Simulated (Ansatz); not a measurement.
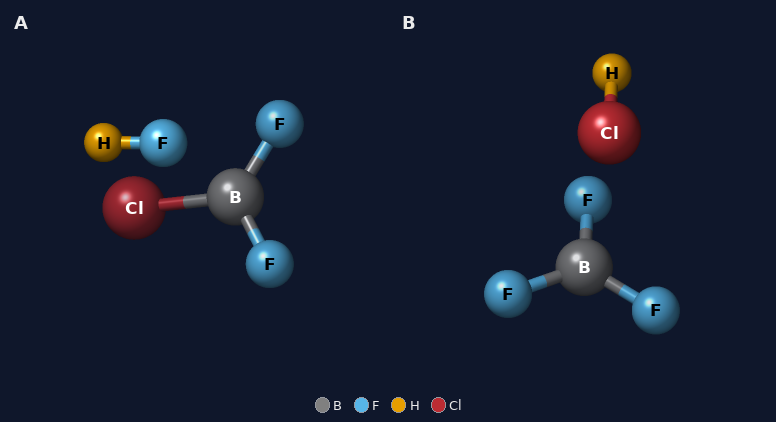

2 stationary structures of one formula. Geometries: PBE0-D4/def2-TZVP. Electronic energies: CCSD(T)/CBS (MP2 limit from def2-TZVPP and def2-QZVPP plus CCSD(T) − MP2) (Ansatz 0.2.0), without zero-point energy.

> Rank them by energy, lowest first.

B is lowest (Cs, a minimum); A lies 60.0 kJ/mol above it (Cs, a minimum).

Give E(B) − E(A) in kJ/mol at these levels too: CCSD(T)/CBS (MP2 limit from def2-TZVPP and def2-QZVPP plus CCSD(T) − MP2); SPW92 (LDA)/def2-TZVPP; PBE0-D4/def2-TZVPP; SPW92 (LDA)/def2-SVP; ωB97M-V/def2-TZVPP; PBE0-D4/def2-TZVP; PBE-D4/def2-TZVPP; PBE-QIDH (frozen core)/def2-TZVPP.

```json
{"level": "CCSD(T)/CBS (MP2 limit from def2-TZVPP and def2-QZVPP plus CCSD(T) − MP2)", "E(B) − E(A) (kJ/mol)": "−60.0"}
{"level": "SPW92 (LDA)/def2-TZVPP", "E(B) − E(A) (kJ/mol)": "−55.3"}
{"level": "PBE0-D4/def2-TZVPP", "E(B) − E(A) (kJ/mol)": "−57.1"}
{"level": "SPW92 (LDA)/def2-SVP", "E(B) − E(A) (kJ/mol)": "−65.6"}
{"level": "ωB97M-V/def2-TZVPP", "E(B) − E(A) (kJ/mol)": "−60.2"}
{"level": "PBE0-D4/def2-TZVP", "E(B) − E(A) (kJ/mol)": "−59.8"}
{"level": "PBE-D4/def2-TZVPP", "E(B) − E(A) (kJ/mol)": "−53.4"}
{"level": "PBE-QIDH (frozen core)/def2-TZVPP", "E(B) − E(A) (kJ/mol)": "−59.3"}
```
